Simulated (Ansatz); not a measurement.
Cost and result by functional for the surface energy of the (21-32) surface of hcp Os in its 1x1 cell, outermost plane spacing 0.28 Å in the ideal cut, in Ansatz (plane waves, PAW). Single points on the PBE structure, on one kind of machine; costs are rough ratios of the slab run's core time (references not counted) to the cheapest single point. r2SCAN's cost holds its higher cutoff (500 against 420 eV). Differences are taken against r2SCAN for comparison alone: no measured value is at hand, so the table doesn't rank accuracy.

Slab: 26 atoms, 10.3 Å thick at the start (thin: gaps and levels are the slab's own); k 8x6x1, smearing 0.1 eV, dipole-corrected; all atoms relaxed; start symmetry kept, larger cells not searched; no spin, no spin-orbit, no U. These notes are the PBE run's.

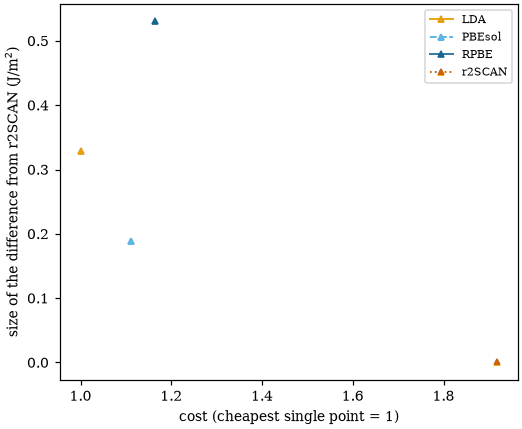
Figure: Difference from r2SCAN against cost

| functional | relative cost | surface energy (J/m²) | less r2SCAN (J/m²) |
|---|---|---|---|
| LDA | 1 | 4.50 | 0.33 |
| PBEsol | 1 | 4.36 | 0.19 |
| RPBE | 1 | 3.64 | -0.53 |
| r2SCAN | 2 | 4.17 | 0.00 |
| PBE (the relaxed run's value) | – | 3.88 | -0.29 |

The values span 0.86 J/m², while the single points' costs differ by a factor of roughly 2. Differences are of unrounded values.

Ansatz is an electronic-structure program.
